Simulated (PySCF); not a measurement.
## Electronic structure of CH₇Cl₂NOSi₂ in real space

```
atom    x (Å)    y (Å)    z (Å)
   C   2.8307   0.1810   0.3238
   O   1.4974  -0.1128   0.6230
  Si   0.2138   0.0149  -0.3512
  Cl   0.0776   1.8704  -1.1159
   N  -1.0742  -0.3010   0.7429
  Si  -2.7717  -0.1761   0.4563
  Cl  -3.2140  -1.2369  -1.1808
   H   2.9168   1.1631  -0.1455
   H   3.2432  -0.5706  -0.3522
   H   3.3915   0.1739   1.2583
   H   0.2420  -0.9206  -1.4662
   H  -0.7852  -0.5362   1.6770
   H  -3.4118  -0.7551   1.6296
   H  -3.1569   1.2056   0.1940
```

Geometry: GFN2-xTB.

Level of theory: PySCF 2.14.0, B97-2/pcSseg-1, SCF density, in a benzene solvent model, non-relativistic.

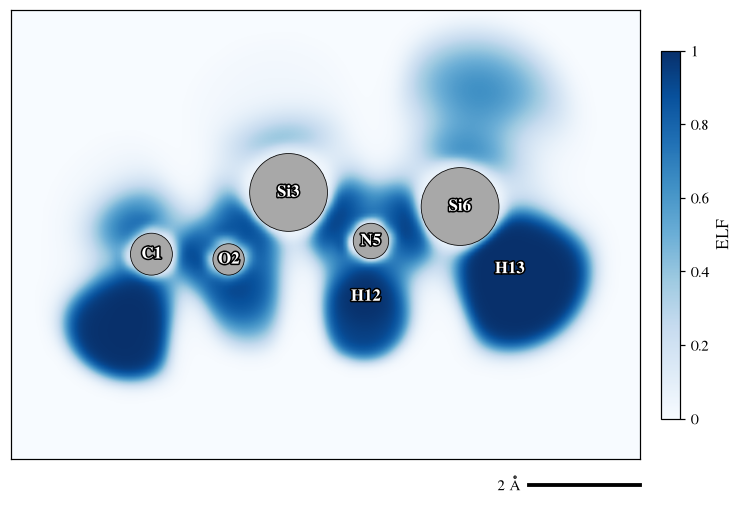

Figure 1. ELF on the plane of atoms O2, Si3 and N5. Grey discs cover the atomic cores.

What do the fields say about this system?

Answer.
- The plane passes through C, O, Si, N and H nuclei.
- C–O (1.40 Å): the ELF peaks at about 0.90 between the atoms: a polar covalent bond.
- Si–O (1.62 Å): the ELF peaks at about 0.85 between the atoms; a short, strongly polar bond.
- Si–N (1.72 Å): the ELF peaks at about 0.90 between the atoms: a polar covalent bond.
- N–H (1.01 Å): the ELF climbs to about 1 towards the hydrogen, as it does in any bond to H: a covalent bond by its length.
- Si–H (1.46 Å): the ELF climbs to about 1 towards the hydrogen.
- The ELF also peaks beside O2, away from the bonds: lone-pair regions.

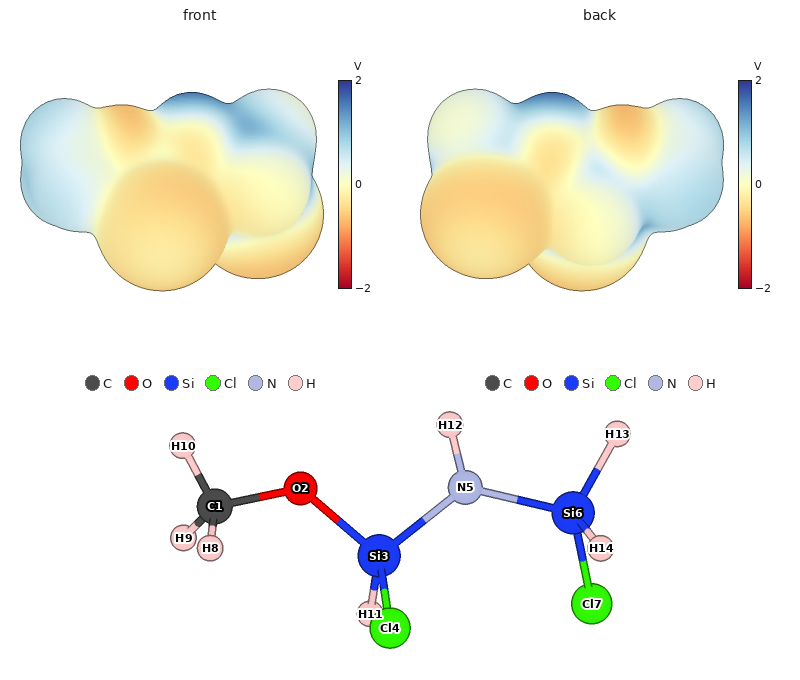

Figure 2. The molecular electrostatic potential painted on the density surface at 0.001 e/bohr³, seen from the front and from behind; the colour scale runs from red (negative) to blue (positive). The bare structure is drawn below in the same view.

Where is the surface potential most negative and most positive?

Answer. The most negative region (about −0.6 V) lies over O2 and Cl7, the most positive (about +1.5 V) over H12.

How polar is the molecule by this calculation?

Answer. Its dipole moment is 2.58 D.
